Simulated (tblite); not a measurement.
**Geometry relaxation of C6H13BGeO (part 1 of 3)**

The run: geometry relaxation of C6H13BGeO. Method and program: GFN2-xTB geometry optimisation, gas phase (tblite 0.8.0).

It belongs to a series of runs on one base structure; here: GeH2 inserted into a C-O bond.

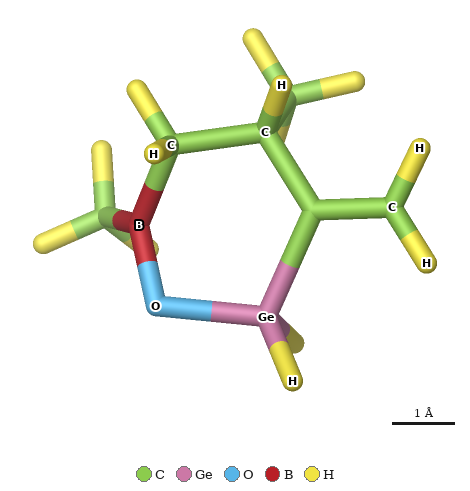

*The starting structure (stick view, seen at a tilt). Sticks mark near contacts.*

Bond lengths as drawn: B–C 1.60 to 1.61 Å, B–O 1.45 Å, C–C 1.35 to 1.55 Å, C–Ge 1.94 Å, C–H 1.08 to 1.12 Å, Ge–H 1.54 to 1.55 Å and Ge–O 1.79 Å.

The input:
```
{"job": {"kind": "relax", "xc": "GFN2-xTB", "basis": "xTB"}, "charge": 0, "multiplicity": 1}
C      2.749600     0.378300    -0.403500
C      1.503300     0.050800    -0.014700
Ge     1.045900    -1.830200     0.141400
O     -0.374300    -1.956100     1.229200
B     -1.212400    -0.806500     0.932300
C     -2.527300    -0.996000     0.041500
C     -0.639200     0.665500     1.235000
C      0.450300     1.113100     0.230200
C     -0.173500     1.522200    -1.112900
H      3.016500     1.421100    -0.527600
H      3.481300    -0.385500    -0.605300
H      0.678200    -2.390800    -1.260800
H      2.221800    -2.611400     0.753800
H     -2.252200    -1.502500    -0.909300
H     -3.254700    -1.610200     0.602900
H     -2.984300    -0.010100    -0.171500
H     -0.198700     0.645700     2.261900
H     -1.476600     1.389200     1.256500
H      0.930600     2.013600     0.666100
H      0.608000     1.943100    -1.779100
H     -0.654200     0.662300    -1.614000
H     -0.948500     2.313500    -0.953100
```

The first line tells a small driver script what to run in tblite; the rest is the geometry in Å.

Machine: 1 CPU thread, shared host.

Run as:
```bash
OMP_NUM_THREADS=1 python <driver script> task.json out
```

What the program printed:
```
step      E/eV     max force
  0    -726.68242    2.245
  1    -726.84621    1.299
  2    -726.91588    1.236
  3    -726.94993    0.560
  4    -726.97948    0.346
  5    -726.99232    0.305
  6    -727.01046    0.251
  7    -727.02337    0.302
  8    -727.03595    0.260
  9    -727.04659    0.279
 10    -727.05661    0.211
 11    -727.06543    0.223
 12    -727.07402    0.241
 13    -727.08313    0.227
 14    -727.09322    0.231
 15    -727.10322    0.237
 16    -727.11228    0.210
 17    -727.12054    0.205
 18    -727.12871    0.200
 19    -727.13751    0.206
 20    -727.14712    0.202
 21    -727.15733    0.244
 22    -727.16824    0.253
 23    -727.17995    0.317
 24    -727.19214    0.375
 25    -727.20451    0.279
 26    -727.21744    0.265
 27    -727.23182    0.286
 28    -727.24767    0.426
 29    -727.26419    0.481
 30    -727.28097    0.349
 31    -727.29762    0.288
 32    -727.30623    0.445
 33    -727.32413    0.349
 34    -727.33521    0.264
 35    -727.34947    0.186
 36    -727.35542    0.190
 37    -727.36400    0.199
 38    -727.36908    0.152
 39    -727.37264    0.101
 40    -727.37481    0.101
 41    -727.37692    0.098
 42    -727.37881    0.109
 43    -727.38053    0.085
 44    -727.38204    0.082
 45    -727.38346    0.095
 46    -727.38480    0.090
 47    -727.38590    0.079
 48    -727.38667    0.055
 49    -727.38718    0.039
 50    -727.38764    0.047
 51    -727.38815    0.042
 52    -727.38864    0.045
 53    -727.38906    0.044
 54    -727.38952    0.053
 55    -727.39011    0.078
 56    -727.39084    0.088
 57    -727.39163    0.066
 58    -727.39237    0.055
 59    -727.39306    0.065
 60    -727.39378    0.073
 61    -727.39457    0.085
 62    -727.39538    0.066
 63    -727.39618    0.059
 64    -727.39703    0.071
 65    -727.39787    0.065
 66    -727.39858    0.048
 67    -727.39912    0.043
 68    -727.39956    0.038
 69    -727.40008    0.057
 70    -727.40076    0.071
 71    -727.40152    0.058
 72    -727.40220    0.048
 73    -727.40273    0.053
 74    -727.40318    0.059
 75    -727.40362    0.063
 76    -727.40402    0.051
 77    -727.40437    0.042
 78    -727.40477    0.048
 79    -727.40531    0.061
 80    -727.40601    0.065
 81    -727.40676    0.054
 82    -727.40750    0.063
 83    -727.40828    0.062
 84    -727.40922    0.074
 85    -727.41023    0.077
 86    -727.41132    0.071
 87    -727.41260    0.098
 88    -727.41446    0.116
 89    -727.41661    0.116
 90    -727.41882    0.093
 91    -727.41995    0.087
 92    -727.42087    0.053
 93    -727.42162    0.060
 94    -727.42301    0.074
 95    -727.42399    0.091
 96    -727.42545    0.120
 97    -727.42716    0.128
 98    -727.42934    0.102
 99    -727.43121    0.123
100    -727.43198    0.159
101    -727.43280    0.245
102    -727.43537    0.084
103    -727.43663    0.063
104    -727.44043    0.112
105    -727.44201    0.148
106    -727.44379    0.116
107    -727.44580    0.090
108    -727.44713    0.085
109    -727.44838    0.115
110    -727.44944    0.096
111    -727.45076    0.091
112    -727.45222    0.078
113    -727.45379    0.112
114    -727.45548    0.144
115    -727.45651    0.176
116    -727.45893    0.083
117    -727.46135    0.098
118    -727.46329    0.070
119    -727.46534    0.075
120    -727.46625    0.070
121    -727.46713    0.059
122    -727.46818    0.073
123    -727.46934    0.091
124    -727.47048    0.086
125    -727.47147    0.081
126    -727.47242    0.090
127    -727.47335    0.076
128    -727.47425    0.062
129    -727.47499    0.053
130    -727.47557    0.054
131    -727.47594    0.061
132    -727.47622    0.039
133    -727.47642    0.031
134    -727.47663    0.031
135    -727.47680    0.028
136    -727.47699    0.028
137    -727.47717    0.027
138    -727.47740    0.032
139    -727.47766    0.037
140    -727.47795    0.034
141    -727.47820    0.030
142    -727.47841    0.027
143    -727.47863    0.035
144    -727.47883    0.034
145    -727.47899    0.021
146    -727.47908    0.017
147    -727.47912    0.015
148    -727.47916    0.017
149    -727.47919    0.012
150    -727.47922    0.009
```

Trajectory as extended XYZ (Å, eV, eV/Å), 22 of the 151 frames kept, from step=0 to step=150:
```
22
Properties=species:S:1:pos:R:3:forces:R:3 step=0 energy=-726.68242
C     2.7496    0.3783   -0.4035   -1.1630   0.0640   0.3710
C     1.5033    0.0508   -0.0147    0.7650   0.6720  -0.1880
Ge    1.0459   -1.8302    0.1414   -0.0640  -0.4940   0.1340
O    -0.3743   -1.9561    1.2292   -0.7440   1.8440  -1.0430
B    -1.2124   -0.8065    0.9323    1.1320  -1.2370  -0.2050
C    -2.5273   -0.9960    0.0415    0.1110   0.1330   0.4090
C    -0.6392    0.6655    1.2350   -0.2840  -0.5170   0.7510
C     0.4503    1.1131    0.2302   -0.0620   0.2550   0.1430
C    -0.1735    1.5222   -1.1129   -0.2890   0.4610  -0.2600
H     3.0165    1.4211   -0.5276    0.1930  -0.1900  -0.0090
H     3.4813   -0.3855   -0.6053    0.0500   0.1330  -0.0200
H     0.6782   -2.3908   -1.2608    0.0230  -0.0610   0.4280
H     2.2218   -2.6114    0.7538   -0.4290  -0.0170  -0.0820
H    -2.2522   -1.5025   -0.9093   -0.4030   0.2670   0.6790
H    -3.2547   -1.6102    0.6029    0.2500   0.2110  -0.5910
H    -2.9843   -0.0101   -0.1715    0.1180  -0.7210  -0.0350
H    -0.1987    0.6457    2.2619   -0.1370   0.1550  -0.6560
H    -1.4766    1.3892    1.2565    0.5670  -0.1110  -0.0690
H     0.9306    2.0136    0.6661   -0.0360  -0.2690  -0.2550
H     0.6080    1.9431   -1.7791   -0.4960  -0.3200   0.3540
H    -0.6542    0.6623   -1.6140    0.2920   0.4010   0.2770
H    -0.9485    2.3135   -0.9531    0.6060  -0.6600  -0.1320
22
Properties=species:S:1:pos:R:3:forces:R:3 step=7 energy=-727.02337
C     2.7249    0.4085   -0.3902    0.1220   0.0590  -0.0200
C     1.4997    0.0724   -0.0090    0.2210   0.1910  -0.0770
Ge    1.0798   -1.8209    0.1235    0.0620  -0.1420  -0.0420
O    -0.3659   -1.8738    1.0850   -0.1530   0.0300  -0.0170
B    -1.1746   -0.8005    0.8831   -0.0960  -0.1280   0.0190
C    -2.5233   -0.9938    0.0778   -0.0880  -0.0140  -0.0780
C    -0.6326    0.6514    1.2455   -0.0780  -0.0390   0.0440
C     0.4422    1.1116    0.2419   -0.0400   0.1370  -0.0720
C    -0.1791    1.5197   -1.0968   -0.0380   0.0040  -0.1130
H     3.0503    1.4262   -0.5250   -0.0280   0.1530   0.0570
H     3.4609   -0.3474   -0.5990    0.1070  -0.0540  -0.0280
H     0.6739   -2.4314   -1.1933    0.0300  -0.1460  -0.1460
H     2.1456   -2.6534    0.7731   -0.0160  -0.1350   0.1340
H    -2.2896   -1.5003   -0.8577    0.0120  -0.0370  -0.0600
H    -3.2585   -1.6230    0.5695   -0.0030   0.0060   0.1350
H    -2.9916   -0.0481   -0.1696   -0.1450   0.0510   0.0230
H    -0.1809    0.6506    2.2393    0.0470  -0.0380   0.0490
H    -1.4308    1.3918    1.2529   -0.0080   0.1250   0.0470
H     0.9267    2.0038    0.6503    0.0940   0.1070   0.0420
H     0.5887    1.9195   -1.7579    0.0000  -0.0170   0.0160
H    -0.6396    0.6664   -1.5917   -0.0210  -0.0410   0.0550
H    -0.9364    2.2900   -0.9525    0.0180  -0.0740   0.0320
22
Properties=species:S:1:pos:R:3:forces:R:3 step=14 energy=-727.09322
C     2.7760    0.4637   -0.3899   -0.0380  -0.0300   0.0320
C     1.5495    0.1046   -0.0261    0.0160  -0.1090   0.0580
Ge    1.1121   -1.8347    0.0917    0.0480  -0.0310  -0.0190
O    -0.3942   -1.8503    0.9694   -0.0350   0.0540   0.0020
B    -1.2060   -0.7743    0.8439    0.1660  -0.0760  -0.0340
C    -2.5717   -0.9899    0.0798   -0.1350   0.0430  -0.0240
C    -0.6241    0.6585    1.2415    0.1000   0.0780   0.0490
C     0.4629    1.1254    0.2455    0.0700  -0.0130  -0.1280
C    -0.1773    1.5042   -1.0912   -0.0630   0.0230  -0.1320
H     3.0834    1.4989   -0.4894   -0.0500  -0.1260   0.0570
H     3.5174   -0.2904   -0.6128    0.0200   0.1600  -0.0070
H     0.7226   -2.5355   -1.2191    0.1770   0.1180   0.0900
H     2.0663   -2.7467    0.8611   -0.1160   0.1610  -0.0670
H    -2.3451   -1.5063   -0.8517   -0.0710  -0.0310  -0.0420
H    -3.2669   -1.6249    0.6165   -0.0410  -0.0930   0.1060
H    -3.0882   -0.0707   -0.1617   -0.1000   0.1610  -0.0150
H    -0.1618    0.6193    2.2297    0.0470  -0.1200   0.0730
H    -1.3866    1.4365    1.2922   -0.0300   0.0230  -0.0480
H     0.9380    2.0352    0.6435    0.0010  -0.1020   0.0200
H     0.5742    1.9018   -1.7717   -0.0200  -0.0190  -0.0030
H    -0.6421    0.6362   -1.5534    0.0240  -0.0770  -0.0090
H    -0.9488    2.2588   -0.9487    0.0300   0.0050   0.0380
22
Properties=species:S:1:pos:R:3:forces:R:3 step=21 energy=-727.15733
C     2.8173    0.4969   -0.3639    0.0060   0.1030  -0.0160
C     1.5945    0.0963   -0.0336    0.0160  -0.1040  -0.0060
Ge    1.1389   -1.8296    0.0752   -0.0010   0.0340   0.0210
O    -0.4341   -1.8171    0.8219   -0.1290  -0.0460  -0.1670
B    -1.2413   -0.7363    0.7621    0.1400  -0.0160   0.0720
C    -2.6650   -0.9577    0.0928    0.0290  -0.0060   0.0380
C    -0.5936    0.6510    1.2340    0.0940   0.0800  -0.1060
C     0.4925    1.1091    0.2272    0.1870  -0.0990  -0.0010
C    -0.1759    1.4633   -1.1075    0.0490   0.0070   0.0860
H     3.0645    1.5498   -0.4037    0.0020   0.0070  -0.0160
H     3.6245   -0.1724   -0.6307   -0.2020  -0.0250   0.1340
H     0.9109   -2.5641   -1.2336    0.0240   0.0710  -0.0890
H     1.9473   -2.7496    0.9464    0.1430   0.0350   0.1120
H    -2.5013   -1.4969   -0.8397   -0.0880   0.0270  -0.0410
H    -3.2688   -1.6202    0.7088   -0.0830   0.0700   0.0280
H    -3.2392   -0.0619   -0.1285    0.0450  -0.0130   0.1170
H    -0.1174    0.5195    2.2158   -0.0850   0.0080  -0.1730
H    -1.3081    1.4722    1.3174   -0.0150  -0.0510   0.0880
H     0.9807    2.0127    0.6235   -0.1100  -0.0200  -0.0450
H     0.5439    1.8704   -1.8180    0.0000  -0.0820   0.0600
H    -0.6348    0.5705   -1.5331    0.0110   0.0890  -0.0230
H    -0.9456    2.2133   -0.9336   -0.0340  -0.0670  -0.0730
22
Properties=species:S:1:pos:R:3:forces:R:3 step=29 energy=-727.26419
C     2.8396    0.5571   -0.3111    0.1690  -0.0530   0.0420
C     1.6374    0.0831   -0.0149   -0.0390   0.1040  -0.0900
Ge    1.2075   -1.8458    0.0661    0.0200   0.4680  -0.1100
O    -0.5030   -1.8261    0.4300   -0.0570   0.0500   0.0140
B    -1.2693   -0.7372    0.6165   -0.0180   0.0080   0.1430
C    -2.7895   -0.9104    0.1633    0.0510   0.0590   0.0320
C    -0.5577    0.5984    1.1820   -0.0340  -0.0560   0.0180
C     0.5186    1.0763    0.1912    0.0450  -0.0870   0.1380
C    -0.1569    1.3967   -1.1433    0.0410  -0.0360   0.1300
H     3.0377    1.6239   -0.3301    0.0050  -0.1540  -0.0750
H     3.6686   -0.0920   -0.5332    0.0960  -0.0100   0.0440
H     1.2117   -2.5036   -1.2864    0.1100  -0.1890  -0.0230
H     1.9103   -2.6506    1.1269   -0.0100  -0.0710  -0.0080
H    -2.7937   -1.4330   -0.7934   -0.1030   0.0440   0.0430
H    -3.3277   -1.5515    0.8598    0.0280   0.0340   0.0130
H    -3.3610    0.0076    0.0546    0.0910   0.0210   0.0480
H    -0.0630    0.3730    2.1343   -0.0450  -0.0640  -0.0460
H    -1.2139    1.4521    1.3670   -0.1620  -0.1860  -0.0070
H     0.9908    1.9942    0.5740   -0.1780   0.0040  -0.0110
H     0.5674    1.7925   -1.8539   -0.1320   0.0220  -0.0060
H    -0.6157    0.4959   -1.5470    0.0740   0.0120  -0.0840
H    -0.9483    2.1187   -0.9532    0.0500   0.0790  -0.2060
22
Properties=species:S:1:pos:R:3:forces:R:3 step=36 energy=-727.35542
C     2.8780    0.5635   -0.2759   -0.0220   0.0410  -0.0350
C     1.6568    0.1203   -0.0111   -0.1120   0.0190  -0.0180
Ge    1.2442   -1.8049    0.0249   -0.1100   0.1150   0.0320
O    -0.5111   -1.8306    0.2437    0.0640   0.0080   0.0680
B    -1.2745   -0.7774    0.5756   -0.0640   0.0010  -0.1360
C    -2.8324   -0.8743    0.2253    0.0760  -0.0140  -0.0050
C    -0.5625    0.5390    1.1677   -0.0970  -0.1300  -0.0240
C     0.4998    1.0761    0.1835   -0.0530  -0.0270   0.0970
C    -0.1524    1.3728   -1.1671    0.0470   0.0130  -0.0290
H     3.0808    1.6204   -0.3563    0.0870   0.0620   0.0690
H     3.7116   -0.1006   -0.4389   -0.0350   0.0040  -0.0010
H     1.3926   -2.5284   -1.2894    0.0610  -0.0690   0.0240
H     1.8982   -2.5753    1.1549   -0.0900  -0.0400  -0.0550
H    -2.9617   -1.3620   -0.7424   -0.0080   0.0500   0.0950
H    -3.3610   -1.4955    0.9475    0.0440   0.0520   0.0140
H    -3.3383    0.0892    0.1874    0.0820  -0.0620   0.0480
H    -0.0625    0.2798    2.1090   -0.0020   0.0470  -0.0570
H    -1.2717    1.3410    1.3892    0.0750  -0.0400  -0.0240
H     0.8952    2.0210    0.5769    0.0700  -0.0030   0.0200
H     0.5758    1.7711   -1.8642    0.1540   0.0430  -0.1020
H    -0.5733    0.4652   -1.5890   -0.0540  -0.0540  -0.0280
H    -0.9419    2.1090   -1.0521   -0.1120  -0.0170   0.0470
22
Properties=species:S:1:pos:R:3:forces:R:3 step=43 energy=-727.38053
C     2.8847    0.5943   -0.2603    0.0150  -0.0150   0.0290
C     1.6612    0.1434   -0.0207    0.0010  -0.0460  -0.0240
Ge    1.2437   -1.7808    0.0020    0.0400  -0.0720   0.0190
O    -0.5176   -1.8238    0.1408    0.0160  -0.0170  -0.0160
B    -1.2813   -0.7875    0.5163    0.0060   0.0240  -0.0030
C    -2.8501   -0.8634    0.2529    0.0250   0.0080   0.0370
C    -0.5645    0.5081    1.1395   -0.0350  -0.0190   0.0220
C     0.4937    1.0764    0.1720   -0.0170  -0.0080   0.0500
C    -0.1430    1.3617   -1.1891   -0.0180  -0.0020   0.0120
H     3.1145    1.6483   -0.3080   -0.0390   0.0460   0.0510
H     3.7152   -0.0729   -0.4139    0.0340  -0.0520  -0.0330
H     1.5140   -2.5599   -1.2625   -0.0270   0.0140  -0.0220
H     1.8088   -2.5628    1.1690   -0.0440   0.0130   0.0160
H    -3.0627   -1.3356   -0.7047   -0.0100   0.0040   0.0500
H    -3.3433   -1.4666    1.0136    0.0360  -0.0090  -0.0060
H    -3.3253    0.1144    0.2656    0.0140  -0.0140  -0.0150
H    -0.0576    0.2264    2.0697    0.0170  -0.0100  -0.0200
H    -1.2647    1.3043    1.3970   -0.0140   0.0090  -0.0430
H     0.8814    2.0168    0.5818   -0.0040   0.0620  -0.0180
H     0.5960    1.7594   -1.8812   -0.0230   0.0490  -0.0120
H    -0.5572    0.4460   -1.6047    0.0380  -0.0370  -0.0470
H    -0.9562    2.0731   -1.0762   -0.0100   0.0720  -0.0280
22
Properties=species:S:1:pos:R:3:forces:R:3 step=50 energy=-727.38764
C     2.8865    0.5979   -0.2426    0.0000  -0.0110   0.0060
C     1.6610    0.1414   -0.0260   -0.0040  -0.0110  -0.0130
Ge    1.2463   -1.7856   -0.0061    0.0350  -0.0090  -0.0010
O    -0.5162   -1.8233    0.0935   -0.0280  -0.0080  -0.0180
B    -1.2753   -0.7923    0.4900   -0.0100   0.0290   0.0310
C    -2.8474   -0.8600    0.2717   -0.0230  -0.0070   0.0220
C    -0.5634    0.4982    1.1249   -0.0060  -0.0010   0.0050
C     0.4930    1.0760    0.1643   -0.0170   0.0030   0.0010
C    -0.1417    1.3622   -1.1993    0.0170   0.0070  -0.0170
H     3.1060    1.6558   -0.2562    0.0060   0.0080   0.0020
H     3.7161   -0.0661   -0.4175    0.0400  -0.0070   0.0180
H     1.5477   -2.5639   -1.2637   -0.0190  -0.0090  -0.0030
H     1.7544   -2.5568    1.1934   -0.0040   0.0110  -0.0180
H    -3.1027   -1.3314   -0.6730    0.0030  -0.0330  -0.0340
H    -3.3160   -1.4602    1.0489    0.0080   0.0050   0.0300
H    -3.3120    0.1221    0.2968   -0.0130  -0.0100   0.0090
H    -0.0538    0.2043    2.0495   -0.0030   0.0240   0.0090
H    -1.2656    1.2920    1.3846   -0.0080  -0.0170  -0.0020
H     0.8731    2.0220    0.5712    0.0140   0.0040   0.0020
H     0.5938    1.7762   -1.8853    0.0230   0.0350  -0.0120
H    -0.5333    0.4406   -1.6260   -0.0050   0.0170  -0.0240
H    -0.9609    2.0702   -1.0938   -0.0060  -0.0220   0.0060
22
Properties=species:S:1:pos:R:3:forces:R:3 step=57 energy=-727.39163
C     2.8927    0.5958   -0.2280    0.0020   0.0040   0.0010
C     1.6636    0.1359   -0.0369    0.0100   0.0270   0.0420
Ge    1.2444   -1.7894   -0.0184   -0.0550   0.0090  -0.0360
O    -0.5220   -1.8156    0.0622    0.0110   0.0100   0.0210
B    -1.2755   -0.7910    0.4842   -0.0120   0.0040   0.0090
C    -2.8502   -0.8695    0.2884   -0.0220  -0.0010   0.0120
C    -0.5636    0.4991    1.1185    0.0260   0.0190  -0.0430
C     0.4954    1.0733    0.1557   -0.0060   0.0250  -0.0570
C    -0.1320    1.3717   -1.2108   -0.0220   0.0070  -0.0180
H     3.1085    1.6548   -0.2233   -0.0020   0.0130  -0.0060
H     3.7324   -0.0569   -0.4009   -0.0080  -0.0290   0.0230
H     1.5358   -2.5828   -1.2659    0.0130  -0.0150  -0.0250
H     1.7215   -2.5561    1.1926    0.0280  -0.0040   0.0080
H    -3.1125   -1.3554   -0.6483   -0.0110  -0.0250   0.0220
H    -3.2988   -1.4603    1.0848   -0.0030  -0.0200   0.0020
H    -3.3261    0.1072    0.3101    0.0050   0.0020  -0.0060
H    -0.0513    0.2219    2.0468   -0.0220  -0.0210  -0.0040
H    -1.2748    1.2871    1.3721    0.0300   0.0170  -0.0200
H     0.8803    2.0183    0.5630   -0.0040  -0.0250   0.0080
H     0.5997    1.8159   -1.8848   -0.0060  -0.0040   0.0420
H    -0.5101    0.4564   -1.6639    0.0400  -0.0080   0.0120
H    -0.9678    2.0590   -1.0980    0.0090   0.0140   0.0140
22
Properties=species:S:1:pos:R:3:forces:R:3 step=64 energy=-727.39703
C     2.9000    0.5908   -0.2022   -0.0050  -0.0130   0.0030
C     1.6654    0.1329   -0.0441    0.0040   0.0140  -0.0200
Ge    1.2312   -1.7920   -0.0470   -0.0230   0.0150   0.0000
O    -0.5362   -1.8107    0.0454    0.0700  -0.0100  -0.0050
B    -1.2847   -0.7872    0.4787    0.0050  -0.0560  -0.0260
C    -2.8618   -0.8879    0.3223   -0.0060  -0.0110  -0.0190
C    -0.5660    0.5054    1.0923   -0.0090   0.0270  -0.0020
C     0.4994    1.0740    0.1367    0.0150   0.0240  -0.0160
C    -0.1194    1.3903   -1.2284    0.0240   0.0040   0.0120
H     3.1157    1.6508   -0.1917    0.0090  -0.0310   0.0170
H     3.7417   -0.0664   -0.3492   -0.0110   0.0000  -0.0060
H     1.5236   -2.6037   -1.2883   -0.0130   0.0400   0.0250
H     1.7116   -2.5424    1.1750    0.0180  -0.0260  -0.0150
H    -3.1351   -1.4024   -0.5960   -0.0170  -0.0020   0.0140
H    -3.2860   -1.4687    1.1393   -0.0070   0.0300   0.0130
H    -3.3432    0.0861    0.3262   -0.0340  -0.0210   0.0160
H    -0.0643    0.2329    2.0270    0.0030  -0.0270   0.0110
H    -1.2708    1.3001    1.3354   -0.0330   0.0490   0.0060
H     0.8864    2.0124    0.5554    0.0040   0.0090   0.0050
H     0.6125    1.8788   -1.8703   -0.0250  -0.0120  -0.0060
H    -0.4548    0.4745   -1.7149    0.0030   0.0410   0.0250
H    -0.9754    2.0518   -1.1025    0.0280  -0.0430  -0.0320
```
